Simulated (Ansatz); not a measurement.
# Cs2CuF4 (I4/mmm): how robust is the cRPA U?

What does U in Cs2CuF4 (I4/mmm) depend on besides the window?

Program: Ansatz 0.2.0. Level of theory: constrained RPA on PBEsol, plane waves, PAW. Results are calculated unless marked as measured.

### Step 1. The structure

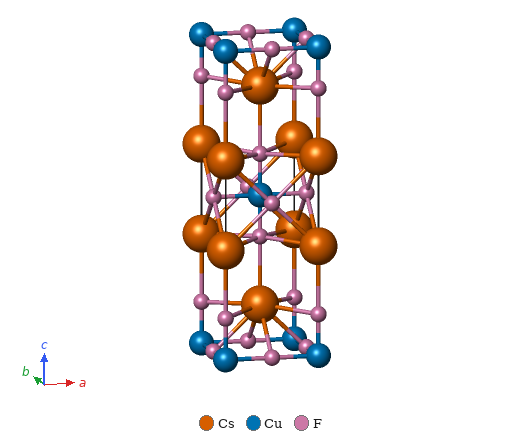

The cell as given, slightly off an axis (caesium orange, copper blue, fluorine pink). This picture shows the conventional cell, with its axes. Some periodic images of atoms are drawn too.

The cell and positions are those that the Materials Project relaxed with its own functionals (PBE, PBE+U or r2SCAN), kept fixed. The program's search for lower electronic states was switched off, so nothing shows that the state found is the lowest. Spin-orbit coupling is left out unless a step names it. The default PAW set here is soft_2. Its files were made with PBE.

### Step 2. Base: Cu d, bands v5 to v1, 4×4×4 mesh, medium accuracy

Constrained RPA screens the interaction with every transition except those inside the target bands, which a later many-body model would treat itself.

File input.yaml:

```yaml
crystal:
  lattice:
    - [7.0632472, 2.15970356, -2.15970356]
    - [7.0632472, -2.15970356, 2.15970356]
    - [-7.0632472, -2.15970356, -2.15970356]
  atoms:
    - { symbol: Cs, position: [0.35435957, 0.35435957, 0.0] }
    - { symbol: Cs, position: [0.64564043, 0.64564043, 0.0] }
    - { symbol: Cu, position: [0.0, 0.0, 0.0] }
    - { symbol: F, position: [0.13390815, 0.13390815, 0.0] }
    - { symbol: F, position: [0.86609184, 0.86609184, 0.0] }
    - { symbol: F, position: [0.5, 0.0, 0.5] }
    - { symbol: F, position: [0.0, 0.5, 0.5] }
kpoints:
  mp_grid: { grid: [8, 8, 8] }
hamiltonian:
  xc: pbesol
scf:
  occupations: { method: gaussian, width: 0.08 }
  n_extra_bands: 19
  max_iter: 150
  lower_state_search: "off"
output:
  crpa:
    kmesh: [4, 4, 4]
    target_bands: [v5, v1]
    projections: [{ species: Cu, l: d, shell: 3 }]
  local_orbitals:
    kmesh: [8, 8, 8]
    orbitals: [{ species: Cu, l: d, shell: 3 }]
    window: { bands: [v5, v1] }
    seedname: lo
```

Started as:

```console
> ansatz run input.yaml --threads 4 --pin off --max-ram 9216MiB --backend cpu --events-out ev --progress --plain --runs-dir out
```

Numbers of over 12 decimals in the logs are rounded to 6 here.

What it wrote:

```text
scf.n_extra_bands = 19 over 33 filled bands (N_el = 65.0): the run solves 52 bands
Engine: ansatz 0.2.0, aarch64-unknown-linux-gnu
Pseudopotentials: kind: paw
Pseudopotential: Cs, paw, valence charge 9, recommended cutoff 420 eV (normal), Cs.paw.azcp
Pseudopotential: Cu, paw, valence charge 19, recommended cutoff 420 eV (normal), Cu.paw.azcp
Pseudopotential: F, paw, valence charge 7, recommended cutoff 420 eV (normal), F.paw.azcp
Functional definition: PBEsol
  exchange = pbesol_x
  correlation = pbesol_c
Crystal: 7 atoms, lattice volume = 131.781 Å³
Basis set: ecut = 420 eV, 2559 PW (Γ)
Bands: 52, of which v1, the nominal top of the filled ones, is band 33 counted from 1 (32 counted from 0)
Symmetry: 16 space group operations
Space group: I4/mmm (ITA 139), of the structure as read, at distance tolerance 5.1e-5 Å
k-points: 59 of 512
Non-local potential: Cs, projectors of the file, l = 0: 3, l = 1: 2, l = 2: 2, l = 3: 2
Non-local potential: Cu, projectors of the file, l = 0: 3, l = 1: 2, l = 2: 3, l = 3: 1
Non-local potential: F, projectors of the file, l = 0: 2, l = 1: 2, l = 2: 1
PAW form: soft (Blöchl's): semilocal exchange-correlation on the pseudo side does not see the compensation charge
PAW frozen core: Cs, regenerated for the run's functional, and the local potential with it (the file was generated under x = pbe(κ = 0.804, μ = 0.219515), c = pbe(β = 0.066725))
PAW frozen core: Cu, regenerated for the run's functional, and the local potential with it (the file was generated under x = pbe(κ = 0.804, μ = 0.219515), c = pbe(β = 0.066725))
PAW frozen core: F, regenerated for the run's functional, and the local potential with it (the file was generated under x = pbe(κ = 0.804, μ = 0.219515), c = pbe(β = 0.066725))
PAW one-centre angular grid: Cs, 194 points (default); XC on 64 Gauss nodes
PAW one-centre angular grid: Cu, 590 points (default); XC on 64 Gauss nodes
PAW one-centre angular grid: F, 110 points (default); XC on 64 Gauss nodes
Initial density: superposition of atomic densities (neutral atoms: chi_scale 0, normalization atom), corrected by the library's trained network
Initial wavefunctions: pseudopotential atomic-orbital guess
Functional: x = pbesol(κ = 0.804, μ = 0.123457), c = pbesol(β = 0.046)
SCF iter   1: F=—  HF=-20966.595097 eV  |F-HF|=—  |Δ(HF+E_count)|=         —  Δρ=1.26e-2  dr2=1.31e-1  ethr=1.77e-3  ⟨swp⟩=7.1  Hψ=14513  notcnv=0  defer=303
preconditioner: auto → LDOS  [metal: Δε(μ)=0.025 eV  Ē_g=16.734 eV  σ=0.080 eV  W_gap=0.17  n_scr=32 (ndim 8)  ℏωp=24.4 eV  f_vac=0.094  D(μ)=6.40/eV (n_scr^D=54)  β→1.0]
SCF iter   2: F=—  HF=-20966.605329 eV  |F-HF|=—  |Δ(HF+E_count)|=   1.02e-2  Δρ=1.45e-2  dr2=1.39e-1  ethr=2.01e-4  ⟨swp⟩=2.0  Hψ=5901  notcnv=0  defer=706
[...]
NSCF: frozen V_eff on 13 k-points
[...]
cRPA screening: q 1/64
cRPA screening: q 2/64
cRPA screening: q 6/64 (q-point 3)
cRPA screening: q 8/64 (q-point 5)
cRPA screening: q 16/64 (q-point 6)
cRPA screening: q 32/64 (q-point 9)
cRPA screening: q 36/64 (q-point 10)
cRPA screening: q 44/64 (q-point 22)
cRPA screening: q 46/64 (q-point 24)
cRPA screening: q 48/64 (q-point 27)
cRPA screening: q 56/64 (q-point 30)
cRPA screening: q 60/64 (q-point 31)
cRPA screening: q 64/64 (q-point 43)
SCF converged after 12 iterations
Free energy (F): -20966.555765 eV
Harris-Foulkes:  -20966.555765 eV  (|F-HF|=1.59e-8)
Internal energy: -20966.536096 eV  (E = F + TS)
E sigma→0 (E₀):  -20966.545930 eV
Entropy (-TS):   -0.019670 eV (-2.810 meV/atom)
Fermi energy:    5.956814 eV
--- Per-component energies (eV) ---
  E_band       = -693.235500
  E_kinetic    = 1405.299600
  E_local      = -10738.144046  (includes V_loc(G=0)·N_el)
  E_nonlocal   = 752.984808
  E_hartree    = 4707.724872
  E_xc         = -748.938895
  E_vxc        = -773.337354  (∫ρ·V_xc dr)
  E_paw        = -12367.620486  (= ΣΔE_a)
  E_vpaw       = -755.505930  (= ΣTr[D̂ρ^β])
  E_aug_tail   = 0.008160  (compensation charges beyond the density's cutoff)
  E_ewald      = -3978.514401
  E_core_change = 0.664293  (= ΣΔE_core)
  E_smearing   = -0.019670  (= −TS)
  E_closure    = -0.000000  (closes the sum)
  Σ components = -20966.555765   (vs F -20966.555765, Δ=0.00e0)
--- Band table (eV; the first three rows and the last of 59) ---
  k-point 0: bands = [... 29 lower, 4.5118, 4.6522, 4.6522, 5.1205, 9.4119, 10.7903, 11.9975, 12.0679, ... 15 higher]
  k-point 1: bands = [... 29 lower, 4.6368, 4.6727, 4.7781, 5.3493, 9.9143, 10.9765, 12.4055, 12.4179, ... 15 higher]
  k-point 2: bands = [... 29 lower, 4.6705, 4.7346, 5.3331, 5.7332, 10.9752, 11.2594, 11.8221, 12.9475, ... 15 higher]
  k-point 58: bands = [... 29 lower, 4.5117, 4.6476, 4.6476, 5.0508, 10.4355, 10.6159, 10.6771, 12.1778, ... 15 higher]
--- cRPA (band scheme, projected local orbitals): target bands 29..33 (1-based), 5 Wannier function(s), 4×4×4 mesh, 66 bands' worth read of 71 solved, ecut_chi 136.0 eV, v(q+G=0) probe_charge, pair densities all_electron ---
  bands read: the sum over 66 bands ends inside a degenerate multiplet in 3 slots, whose members it reads at an even weight; the widest, k=21: bands 66 to 67 (counted from 1) at 1/2 each
  χ-basis size per q: N_G = 461..484
  window electrons = 9.0000, filled by tetrahedron_uncorrected; constrained ε̄⁻¹(q = 0, 0) head = 0.403400; min gauge Gram eig = 0.6165
  Kanamori averages over each shell's own Wannier functions (sites counted from 0, functions from 1):
    Site 2, 3D, 5 of 5 d orbitals (Wannier functions 1, 2, 3, 4, 5; wannier90's mr 1, 2, 3, 4, 5):
      screened: U = 7.3655 eV, U' = 6.1686 eV, J = 0.5715 eV
      screened d-shell averages: U_bar = F0 = 6.4080 eV, J_bar = 0.8108 eV
      screened, to within: U = 7.6e-3 eV, U' = 7.6e-3 eV, J = 8.0e-4 eV
      screened d-shell averages, to within: U_bar = 6.3e-3 eV, J_bar = 1.2e-3 eV
      bare: V = 21.4354 eV, V' = 19.9195 eV, J = 0.6939 eV
      bare d-shell averages: V_bar = F0 = 20.2227 eV, J_bar = 0.9971 eV
  Hermiticity witness max|P − P†| over intra, direct and exchange elements: 1.07e-14 eV (screened), 9.51e-23 eV (bare)
  Reality witness max|Im| over intra, direct and exchange elements: 2.87e-18 eV (screened), 6.98e-18 eV (bare)
```

Elapsed: 14 min, on 4 threads of Arm Neoverse V2, shared host; peak memory 1.2 GiB.

Numbers from this step:

- U: 7.365 eV
- U prime (inter-orbital): 6.169 eV
- J: 0.5715 eV
- bare V: 21.44 eV
- bare J: 0.6939 eV
- stated bound on U: 0.007561 eV
- U over bare V: 0.3436
- electrons in the window: 9.000
- head of the constrained inverse dielectric matrix: 0.4034
- least eigenvalue of the projection's overlap: 0.6165
- target functions: 5
- bands in the sums: 66
- r.m.s. miss of the model bands: 2.35e-4 eV
- width of the target bands: 1.818 eV
- weight of the projected orbitals in the window: 0.7726

On the Cu d shell, screening brings the on-site interaction from 21.4 eV down to U = 7.37 eV.

### Step 3. Changed: 2×2×2 mesh

input.yaml: that of step 2 with these lines changed.

```diff
@@ -24,9 +24,4 @@
   crpa:
-    kmesh: [4, 4, 4]
+    kmesh: [2, 2, 2]
     target_bands: [v5, v1]
     projections: [{ species: Cu, l: d, shell: 3 }]
-  local_orbitals:
-    kmesh: [8, 8, 8]
-    orbitals: [{ species: Cu, l: d, shell: 3 }]
-    window: { bands: [v5, v1] }
-    seedname: lo
```

What it wrote:

```text
[...]
Crystal: 7 atoms, lattice volume = 131.781 Å³
Basis set: ecut = 420 eV, 2559 PW (Γ)
Bands: 52, of which v1, the nominal top of the filled ones, is band 33 counted from 1 (32 counted from 0)
Symmetry: 16 space group operations
[...]
k-points: 59 of 512
[...]
SCF iter   1: F=—  HF=-20966.595097 eV  |F-HF|=—  |Δ(HF+E_count)|=         —  Δρ=1.26e-2  dr2=1.31e-1  ethr=1.77e-3  ⟨swp⟩=7.1  Hψ=14513  notcnv=0  defer=303
[...]
SCF iter  12: F=-20966.555765 eV  HF=-20966.555765 eV  |F-HF|=1.59e-8  |Δ(HF+E_count)|=   1.29e-7  Δρ=5.72e-6  dr2=1.77e-8  ethr=1.54e-10  ⟨swp⟩=12.2  Hψ=15536  notcnv=0
SCF 1 converged in 12 iterations: F = -20966.555765 eV  dr2 = 1.77e-8
[...]
NSCF: frozen V_eff on 4 k-points
[...]
cRPA screening: q 1/8
cRPA screening: q 2/8
cRPA screening: q 4/8 (q-point 3)
cRPA screening: q 8/8
SCF converged after 12 iterations
Free energy (F): -20966.555765 eV
[...]
Internal energy: -20966.536096 eV  (E = F + TS)
E sigma→0 (E₀):  -20966.545930 eV
Entropy (-TS):   -0.019670 eV (-2.810 meV/atom)
Fermi energy:    5.956814 eV
[...]
--- Band table (eV; the first three rows and the last of 59) ---
  k-point 0: bands = [... 29 lower, 4.5118, 4.6522, 4.6522, 5.1205, 9.4119, 10.7903, 11.9975, 12.0679, ... 15 higher]
  k-point 1: bands = [... 29 lower, 4.6368, 4.6727, 4.7781, 5.3493, 9.9143, 10.9765, 12.4055, 12.4179, ... 15 higher]
  k-point 2: bands = [... 29 lower, 4.6705, 4.7346, 5.3331, 5.7332, 10.9752, 11.2594, 11.8221, 12.9475, ... 15 higher]
  k-point 58: bands = [... 29 lower, 4.5117, 4.6476, 4.6476, 5.0508, 10.4355, 10.6159, 10.6771, 12.1778, ... 15 higher]
[...]
χ-basis size per q: N_G = 462..484
[...]
screened: U = 7.7488 eV, U' = 6.5278 eV, J = 0.5870 eV
      screened d-shell averages: U_bar = F0 = 6.7720 eV, J_bar = 0.8312 eV
      screened, to within: U = 8.6e-3 eV, U' = 8.5e-3 eV, J = 8.5e-4 eV
      screened d-shell averages, to within: U_bar = 7.2e-3 eV, J_bar = 1.2e-3 eV
      bare: V = 21.8968 eV, V' = 20.3620 eV, J = 0.7126 eV
      bare d-shell averages: V_bar = F0 = 20.6689 eV, J_bar = 1.0196 eV
[...]
```

Run time: 55 s. Hardware: 4 threads; peak memory 0.97 GiB.

This step gave:

```yaml
u: 7.749 eV
u_prime_inter_orbital: 6.528 eV
j: 0.5870 eV
bare_v: 21.90 eV
bare_j: 0.7126 eV
stated_bound_on_u: 0.008507 eV
u_over_bare_v: 0.3539
electrons_in_the_window: 9.000
head_of_the_constrained_inverse_dielectric_matrix: 0.3995
least_eigenvalue_of_the_projection_s_overlap: 0.6165
target_functions: 5
bands_in_the_sums: 66
width_of_the_target_bands: 1.818 eV
weight_of_the_projected_orbitals_in_the_window: 0.7726
```

On the Cu d shell, screening brings the on-site interaction from 21.9 eV down to U = 7.75 eV.

### Step 4. Side by side

Times are wall times on 4 threads of Arm Neoverse V2, shared host, good to a factor of about two.

```csv
run,bare V (eV),U (eV),J (eV),bound on U (eV),width (eV),time
target window,21.44,7.365,0.571,0.0076,1.82,14 min
2×2×2 mesh,21.90,7.749,0.587,0.0085,1.82,55 s
```

### Step 5. What came out

```
target window : U 7.37 eV, J 0.57 eV
2×2×2 mesh    : U 7.75 eV, J 0.59 eV
```

2×2×2 mesh moves U by +0.38 eV at 0.065 times the time. The printed bound covers the solver alone, not the mesh, and no denser mesh than the base was run. The parent state is non-magnetic and the interaction static (zero frequency); U depends on the window and the orbitals, so it belongs to this model alone.

[Paths, hosts, dates, memory and timing lines, banners, echoed tables and standing remarks are left out of the program output.]

[Logs are printed without paths, hosts, clocks, repeated set-up lines and the standing remarks that a program may print on its own settings, such as how far it seeks lower states.]

[Runs of the session that timed out or met a known fault of the program may be left out.]

[Hosts, paths, dates, database ids (printed as entryN), source tags and the programs' standing remarks are cut or masked in the printed files.]
